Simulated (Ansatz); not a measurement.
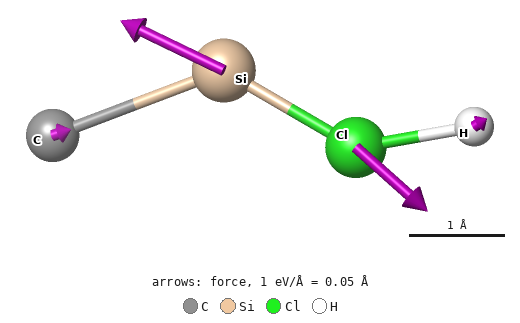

Starting geometry of CHClSi with the computed forces as purple arrows. Style: ball-and-stick. Shown at a tilt.

It is one of the separated reactants of a reaction.

Level of theory: RKS PBE-D4/def2-SVP in Ansatz 0.2.0. Settings: force threshold 0.03 eV/Å; at most 250 steps.

**Is this structure relaxed? If not, where do the atoms go?**

It isn't relaxed: the largest force vector, on the Si atom, is 24.99 eV/Å. The final displacements have little in common with the starting forces (cosine between the two patterns 0.22). Over 26 accepted moves (30 points after the start) the energy falls by 571.3 kJ/mol. The largest force component goes from 21 to 0.011 eV/Å. The line search rejected the trial steps at points 12, 15, 21, 26 of the run. The Cl atom moves most after the best rigid fit: 1.24 Å. Largest moves by element: Cl 1.24 Å, H 0.84 Å, Si 0.47 Å, C 0.14 Å. Near-neighbour distances that change, for instance: Cl–Si 1.652 → 2.839 Å, C–Si 2.026 → 1.674 Å, Cl–H 1.330 → 1.303 Å. Bonds break: Cl–Si (1.65 → 2.84 Å). Cost: 21 s on 2 threads of Arm Neoverse V2, on a shared host.
